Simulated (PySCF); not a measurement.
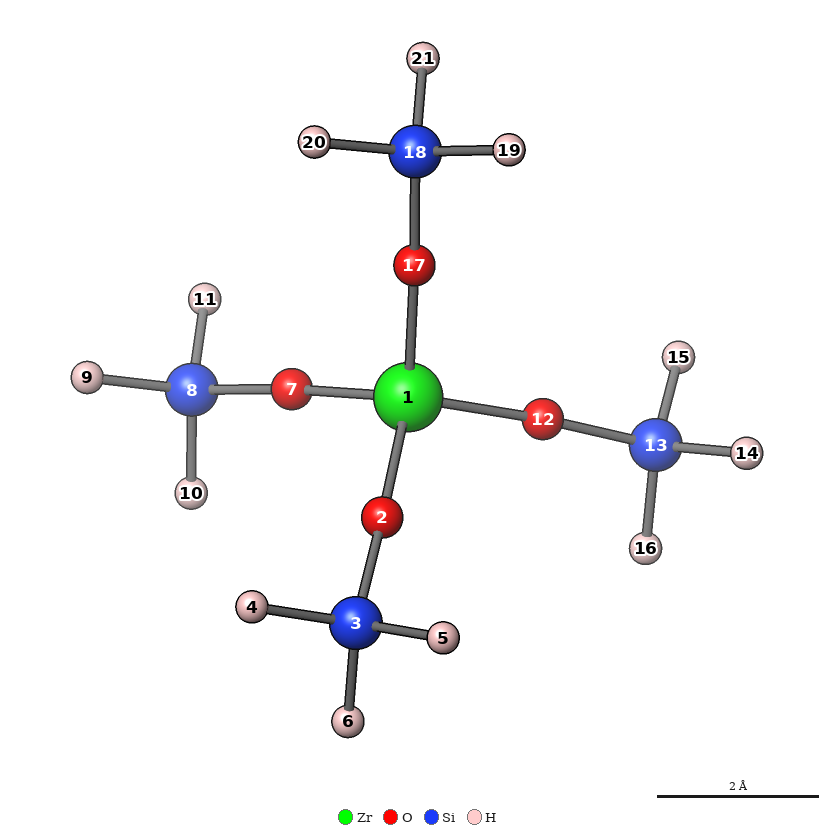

Orthographic view. Distant atoms are faded towards the background colour. Charge 0, singlet. The computed structure is the end point of a PBE0-D3(BJ)/def2-SVP optimisation. No frequency run is at hand to confirm it as a minimum.

Write the connection table.

Zr1: O2, O7, O12, O17
O2: Zr1, Si3
Si3: O2, H4, H5, H6
O7: Zr1, Si8
Si8: O7, H9, H10, H11
O12: Zr1, Si13
Si13: O12, H14, H15, H16
O17: Zr1, Si18
Si18: O17, H19, H20, H21
(terminal hydrogens appear only as neighbours)
